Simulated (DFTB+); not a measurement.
Run report: SiH4SO3, geometry relaxation (part 1 of 4)

SiH4SO3, SMILES O[Si](O)(O)S, computed with GFN1-xTB, R-SCC, dispersion built in (DFTB+ 25.1).

The geometry comes from this level: PBE0-D4/def2-TZVP.

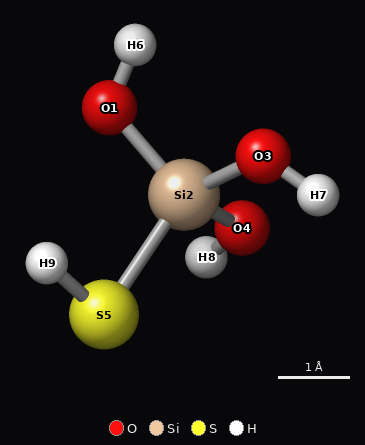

Fig. 1: The structure as given in the input (ball-and-stick view, seen at a tilt; atoms are numbered from 1 in the order of the input). Bond lengths as drawn: H–O 0.96 Å, H–S 1.34 Å, O–Si 1.63 Å and S–Si 2.12 Å.

**Input file (dftb_in.hsd)**
```
Geometry = GenFormat {
  9 C
  O Si S H
     1  1     -1.134900      1.001300     -0.500000
     2  2     -0.027400     -0.095500     -0.026200
     3  1      0.925800     -0.360400     -1.322200
     4  1     -0.619400     -1.552500      0.417400
     5  3      0.939000      0.696200      1.691100
     6  4     -1.375400      0.981600     -1.428900
     7  4      1.559500     -1.077100     -1.264900
     8  4     -1.151300     -1.586800      1.214200
     9  4      0.972600      1.946800      1.202400
}
Driver = GeometryOptimisation {
  Optimiser = Rational {}
  MaxSteps = 100
  Convergence = {
    GradElem = 0.001
  }
  AppendGeometries = Yes
}
Hamiltonian = xTB {
  Method = "GFN1-xTB"
}
Analysis = {
  PrintForces = Yes
}
Options = {
  WriteResultsTag = Yes
}
ParserOptions = {
  ParserVersion = 14
}
```

Machine: 1 thread of Intel Xeon (Sapphire Rapids), 192 GiB of memory available, shared host.

Launched with:
```bash
dftb+ > dftb.out
```

**The program's output**
```
|  DFTB+ development version (commit: a23bfb2)

Reading input file 'dftb_in.hsd'
Parser version: 14

--------------------------------------------------------------------------------

Processed input in HSD format written to 'dftb_pin.hsd'

Starting initialization...
--------------------------------------------------------------------------------
OpenMP threads:              1
Chosen random seed:          328662361
Current stacksize:           unlimited
Mode:                        Geometry optimisation relaxation
Self consistent charges:     Yes
SCC-tolerance:                 0.100000E-04
Max. scc iterations:                    100
Shell resolved Hubbard:      Yes
Spin polarisation:           No
Nr. of up electrons:            16.000000
Nr. of down electrons:          16.000000
Periodic boundaries:         No
Electronic solver:           Relatively robust
Mixer:                       Broyden mixer
Mixing parameter:                  0.200000
Nr. of chrg. vec. in memory:            100
Max. SCC-cycles:                        100
Max. nr. of geometry steps:             100
tblite library version:      0.3.0
-> parametrization:          GFN1-xTB
-> repulsion:                Yes
-> dispersion:               Yes
-> halogen bonding:          Yes
-> electrostatics:           Yes
   -> isotropic:             Yes
   -> anisotropic:           No
   -> third-order:           Yes
Electronic temperature:              0.950045E-03 H      0.258520E-01 eV
Initial charges:             Set automatically (system chrg:   0.000E+00)
Included shells:             O:  s, p
                            Si:  s, p, d
                             S:  s, p, d
                             H:  s, s2
Extra options:
                             Mulliken analysis
                             Force calculation
Force type                   original

--------------------------------------------------------------------------------

***  Geometry step: 0

 iSCC Total electronic   Diff electronic      SCC error
    1   -0.21838998E+02    0.00000000E+00    0.13540436E+01
    2   -0.22066086E+02   -0.21838998E+02    0.98009596E+00
    3   -0.22018281E+02   -0.22708801E+00    0.97167927E+00
    4   -0.21922591E+02    0.47805012E-01    0.21005604E+01
    5   -0.22174486E+02    0.95689767E-01    0.16046071E+00
    6   -0.22171135E+02   -0.25189516E+00    0.90047805E-01
    7   -0.22174483E+02    0.33514975E-02    0.51135321E-01
    8   -0.22176555E+02   -0.33482606E-02    0.31878304E-02
    9   -0.22176554E+02   -0.20721255E-02    0.41840490E-02
   10   -0.22176556E+02    0.77987006E-06    0.25113958E-02
   11   -0.22176557E+02   -0.19784639E-05    0.17002331E-02
   12   -0.22176558E+02   -0.10605549E-05    0.12731324E-02
   13   -0.22176558E+02   -0.46329088E-06    0.13359214E-03
   14   -0.22176558E+02   -0.54131079E-06    0.73967288E-04
   15   -0.22176558E+02   -0.45479531E-08    0.27985193E-04
   16   -0.22176558E+02   -0.21418600E-08    0.76715279E-06

Total Energy:                      -22.0532131256 H         -600.0985 eV
Extrapolated to 0K:                -22.0532131256 H         -600.0985 eV
Total Mermin free energy:          -22.0532131256 H         -600.0985 eV
Force related energy:              -22.0532131256 H         -600.0985 eV

total energy  -2.2053213E+01 H       energy change -2.2053213E+01 H
gradient norm  3.6649248E-02 H/a0    max. gradient  1.3382045E-02 H/a0
step length    0.0000000E+00 a0      max. step      0.0000000E+00 a0

--------------------------------------------------------------------------------

***  Geometry step: 1

 iSCC Total electronic   Diff electronic      SCC error
    1   -0.22182242E+02    0.00000000E+00    0.70429273E-02
    2   -0.22182253E+02   -0.56833013E-02    0.42409896E-02
    3   -0.22182257E+02   -0.10886410E-04    0.24034966E-02
    4   -0.22182257E+02   -0.41043754E-05    0.48092740E-03
    5   -0.22182257E+02   -0.13079720E-06    0.20222967E-03
    6   -0.22182257E+02   -0.21308505E-07    0.21574633E-04
    7   -0.22182257E+02   -0.41766626E-08    0.13137617E-04
    8   -0.22182257E+02   -0.66524564E-10    0.32838083E-05

Total Energy:                      -22.0542056554 H         -600.1255 eV
Extrapolated to 0K:                -22.0542056554 H         -600.1255 eV
Total Mermin free energy:          -22.0542056554 H         -600.1255 eV
Force related energy:              -22.0542056554 H         -600.1255 eV

total energy  -2.2054206E+01 H       energy change -9.9252979E-04 H
gradient norm  2.3701032E-02 H/a0    max. gradient  9.3119392E-03 H/a0
step length    3.6649248E-02 a0      max. step      1.3382045E-02 a0

--------------------------------------------------------------------------------

***  Geometry step: 2

 iSCC Total electronic   Diff electronic      SCC error
    1   -0.22187933E+02    0.00000000E+00    0.77901115E-02
    2   -0.22187943E+02   -0.56756489E-02    0.57947074E-02
    3   -0.22187948E+02   -0.10576521E-04    0.36273293E-02
    4   -0.22187948E+02   -0.43602212E-05    0.56404914E-03
    5   -0.22187948E+02   -0.27177800E-06    0.38905705E-03
    6   -0.22187948E+02   -0.34284326E-08    0.35901430E-04
    7   -0.22187948E+02   -0.10522779E-07    0.16172255E-04
    8   -0.22187948E+02   -0.23962698E-09    0.36327666E-05

Total Energy:                      -22.0553107411 H         -600.1555 eV
Extrapolated to 0K:                -22.0553107411 H         -600.1555 eV
Total Mermin free energy:          -22.0553107411 H         -600.1555 eV
Force related energy:              -22.0553107411 H         -600.1555 eV

total energy  -2.2055311E+01 H       energy change -1.1050857E-03 H
gradient norm  2.5661398E-02 H/a0    max. gradient  9.2623417E-03 H/a0
step length    6.5854699E-02 a0      max. step      2.3897999E-02 a0

--------------------------------------------------------------------------------

***  Geometry step: 3

 iSCC Total electronic   Diff electronic      SCC error
    1   -0.22192444E+02    0.00000000E+00    0.63528780E-02
    2   -0.22192449E+02   -0.44966032E-02    0.47133149E-02
    3   -0.22192451E+02   -0.49689366E-05    0.29994758E-02
    4   -0.22192452E+02   -0.19015607E-05    0.71873434E-03
    5   -0.22192452E+02   -0.30654459E-06    0.39048863E-03
    6   -0.22192452E+02   -0.10309160E-06    0.26138142E-04
    7   -0.22192452E+02   -0.92984180E-08    0.13131996E-04
    8   -0.22192452E+02   -0.11644374E-09    0.27180663E-05

Total Energy:                      -22.0565990800 H         -600.1906 eV
Extrapolated to 0K:                -22.0565990800 H         -600.1906 eV
Total Mermin free energy:          -22.0565990800 H         -600.1906 eV
Force related energy:              -22.0565990800 H         -600.1906 eV

total energy  -2.2056599E+01 H       energy change -1.2883389E-03 H
gradient norm  3.3230195E-02 H/a0    max. gradient  1.4253785E-02 H/a0
step length    1.0080566E-01 a0      max. step      4.2351780E-02 a0

--------------------------------------------------------------------------------

***  Geometry step: 4

 iSCC Total electronic   Diff electronic      SCC error
    1   -0.22196184E+02    0.00000000E+00    0.10156191E-01
    2   -0.22196188E+02   -0.37326365E-02    0.73707353E-02
    3   -0.22196189E+02   -0.32288323E-05    0.23148782E-02
    4   -0.22196189E+02   -0.13013994E-05    0.72796190E-03
    5   -0.22196189E+02   -0.53308174E-07    0.21953446E-03
    6   -0.22196189E+02   -0.10520660E-06    0.30048844E-04
    7   -0.22196189E+02   -0.10538589E-07    0.22891414E-04
    8   -0.22196189E+02   -0.37331915E-10    0.31902569E-05

Total Energy:                      -22.0587181321 H         -600.2483 eV
Extrapolated to 0K:                -22.0587181321 H         -600.2483 eV
Total Mermin free energy:          -22.0587181321 H         -600.2483 eV
Force related energy:              -22.0587181321 H         -600.2483 eV

total energy  -2.2058718E+01 H       energy change -2.1190521E-03 H
gradient norm  4.1466411E-02 H/a0    max. gradient  2.2401718E-02 H/a0
step length    1.9199580E-01 a0      max. step      8.5217674E-02 a0

--------------------------------------------------------------------------------

***  Geometry step: 5

 iSCC Total electronic   Diff electronic      SCC error
    1   -0.22195369E+02    0.00000000E+00    0.15779626E-01
    2   -0.22195378E+02    0.81997626E-03    0.11493647E-01
    3   -0.22195382E+02   -0.92223294E-05    0.36058394E-02
    4   -0.22195382E+02   -0.37031362E-05    0.12440194E-02
    5   -0.22195383E+02   -0.30423659E-06    0.50760623E-03
    6   -0.22195383E+02   -0.31259594E-06    0.89277918E-04
    7   -0.22195383E+02   -0.32798024E-07    0.63691005E-04
    8   -0.22195383E+02   -0.14110313E-09    0.85587728E-05

Total Energy:                      -22.0612159807 H         -600.3162 eV
Extrapolated to 0K:                -22.0612159807 H         -600.3162 eV
Total Mermin free energy:          -22.0612159807 H         -600.3162 eV
Force related energy:              -22.0612159807 H         -600.3162 eV

total energy  -2.2061216E+01 H       energy change -2.4978487E-03 H
gradient norm  4.6844818E-02 H/a0    max. gradient  2.1098983E-02 H/a0
step length    2.7330284E-01 a0      max. step      1.2295714E-01 a0

--------------------------------------------------------------------------------

***  Geometry step: 6

 iSCC Total electronic   Diff electronic      SCC error
    1   -0.22193851E+02    0.00000000E+00    0.11446731E-01
    2   -0.22193866E+02    0.15315073E-02    0.83392107E-02
    3   -0.22193873E+02   -0.15283588E-04    0.42155757E-02
    4   -0.22193874E+02   -0.64405795E-05    0.73290499E-03
    5   -0.22193874E+02   -0.87572247E-06    0.52990380E-03
    6   -0.22193874E+02   -0.28727083E-07    0.89107137E-04
    7   -0.22193874E+02   -0.21997433E-07    0.55790747E-04
    8   -0.22193874E+02   -0.37642423E-09    0.94019042E-05

Total Energy:                      -22.0632057137 H         -600.3704 eV
Extrapolated to 0K:                -22.0632057137 H         -600.3704 eV
Total Mermin free energy:          -22.0632057137 H         -600.3704 eV
Force related energy:              -22.0632057137 H         -600.3704 eV

total energy  -2.2063206E+01 H       energy change -1.9897329E-03 H
gradient norm  3.8173471E-02 H/a0    max. gradient  1.2005036E-02 H/a0
step length    1.7403297E-01 a0      max. step      7.4928069E-02 a0

--------------------------------------------------------------------------------

***  Geometry step: 7

 iSCC Total electronic   Diff electronic      SCC error
    1   -0.22196023E+02    0.00000000E+00    0.12434704E-01
    2   -0.22196047E+02   -0.21489695E-02    0.92403807E-02
    3   -0.22196056E+02   -0.24654071E-04    0.49363997E-02
    4   -0.22196057E+02   -0.86833190E-05    0.19665465E-02
    5   -0.22196057E+02   -0.44697726E-06    0.45526585E-03
    6   -0.22196057E+02   -0.35496072E-06    0.83209823E-04
    7   -0.22196057E+02   -0.19525736E-07    0.54882391E-04
    8   -0.22196057E+02   -0.68672890E-09    0.10668477E-04
    9   -0.22196057E+02   -0.23019808E-09    0.22016473E-05

Total Energy:                      -22.0646642428 H         -600.4101 eV
Extrapolated to 0K:                -22.0646642428 H         -600.4101 eV
Total Mermin free energy:          -22.0646642428 H         -600.4101 eV
Force related energy:              -22.0646642428 H         -600.4101 eV

total energy  -2.2064664E+01 H       energy change -1.4585292E-03 H
gradient norm  1.6152209E-02 H/a0    max. gradient  6.9837597E-03 H/a0
step length    1.1878526E-01 a0      max. step      4.1711137E-02 a0

--------------------------------------------------------------------------------

***  Geometry step: 8

 iSCC Total electronic   Diff electronic      SCC error
    1   -0.22195684E+02    0.00000000E+00    0.48183369E-02
    2   -0.22195690E+02    0.37313403E-03    0.43180111E-02
    3   -0.22195693E+02   -0.66859028E-05    0.21158096E-02
    4   -0.22195693E+02   -0.23526206E-05    0.81991769E-03
    5   -0.22195693E+02   -0.47626330E-08    0.26244058E-03
    6   -0.22195693E+02   -0.73107877E-07    0.52265996E-04
    7   -0.22195693E+02   -0.52191780E-08    0.25693181E-04
    8   -0.22195693E+02   -0.24989788E-09    0.84524550E-05

Total Energy:                      -22.0650947393 H         -600.4218 eV
Extrapolated to 0K:                -22.0650947393 H         -600.4218 eV
Total Mermin free energy:          -22.0650947393 H         -600.4218 eV
Force related energy:              -22.0650947393 H         -600.4218 eV

total energy  -2.2065095E+01 H       energy change -4.3049652E-04 H
gradient norm  1.7014749E-02 H/a0    max. gradient  7.8884691E-03 H/a0
step length    1.1668764E-01 a0      max. step      5.0187271E-02 a0

--------------------------------------------------------------------------------

***  Geometry step: 9

 iSCC Total electronic   Diff electronic      SCC error
    1   -0.22197551E+02    0.00000000E+00    0.75345454E-02
    2   -0.22197558E+02   -0.18577273E-02    0.43388350E-02
    3   -0.22197560E+02   -0.75591114E-05    0.22160584E-02
    4   -0.22197560E+02   -0.21852034E-05    0.10312556E-02
    5   -0.22197560E+02    0.56216450E-07    0.15839512E-03
    6   -0.22197560E+02   -0.12568829E-06    0.41397362E-04
    7   -0.22197560E+02   -0.36742414E-08    0.18176817E-04
    8   -0.22197560E+02   -0.29382363E-09    0.58472198E-05

Total Energy:                      -22.0655542158 H         -600.4343 eV
Extrapolated to 0K:                -22.0655542158 H         -600.4343 eV
Total Mermin free energy:          -22.0655542158 H         -600.4343 eV
Force related energy:              -22.0655542158 H         -600.4343 eV

total energy  -2.2065554E+01 H       energy change -4.5947650E-04 H
gradient norm  1.3044217E-02 H/a0    max. gradient  8.9131013E-03 H/a0
step length    1.1920401E-01 a0      max. step      4.8433560E-02 a0

--------------------------------------------------------------------------------

***  Geometry step: 10

 iSCC Total electronic   Diff electronic      SCC error
    1   -0.22199161E+02    0.00000000E+00    0.78219503E-02
    2   -0.22199165E+02   -0.16007154E-02    0.47783544E-02
    3   -0.22199166E+02   -0.38240882E-05    0.18756280E-02
    4   -0.22199166E+02   -0.11280269E-05    0.67201794E-03
    5   -0.22199166E+02   -0.66861276E-07    0.14252040E-03
    6   -0.22199166E+02   -0.85232241E-07    0.32102111E-04
    7   -0.22199166E+02   -0.11426380E-08    0.12834425E-04
    8   -0.22199166E+02   -0.12622081E-09    0.40667479E-05

Total Energy:                      -22.0659053280 H         -600.4438 eV
Extrapolated to 0K:                -22.0659053280 H         -600.4438 eV
Total Mermin free energy:          -22.0659053280 H         -600.4438 eV
Force related energy:              -22.0659053280 H         -600.4438 eV

total energy  -2.2065905E+01 H       energy change -3.5111215E-04 H
gradient norm  1.1203512E-02 H/a0    max. gradient  6.7315661E-03 H/a0
step length    1.1122780E-01 a0      max. step      4.5602132E-02 a0

--------------------------------------------------------------------------------

***  Geometry step: 11

 iSCC Total electronic   Diff electronic      SCC error
    1   -0.22202607E+02    0.00000000E+00    0.67601980E-02
    2   -0.22202608E+02   -0.34406704E-02    0.43016303E-02
    3   -0.22202609E+02   -0.14917815E-05    0.12752214E-02
    4   -0.22202609E+02   -0.33087036E-06    0.37500956E-03
    5   -0.22202609E+02   -0.13186012E-06    0.80420663E-04
    6   -0.22202609E+02   -0.41567063E-07    0.15219916E-04
    7   -0.22202609E+02   -0.60864380E-09    0.71624182E-05

Total Energy:                      -22.0662020760 H         -600.4519 eV
Extrapolated to 0K:                -22.0662020760 H         -600.4519 eV
Total Mermin free energy:          -22.0662020760 H         -600.4519 eV
Force related energy:              -22.0662020760 H         -600.4519 eV

total energy  -2.2066202E+01 H       energy change -2.9674805E-04 H
gradient norm  1.1827625E-02 H/a0    max. gradient  4.3465752E-03 H/a0
step length    8.8144430E-02 a0      max. step      3.1555458E-02 a0

--------------------------------------------------------------------------------

***  Geometry step: 12
```
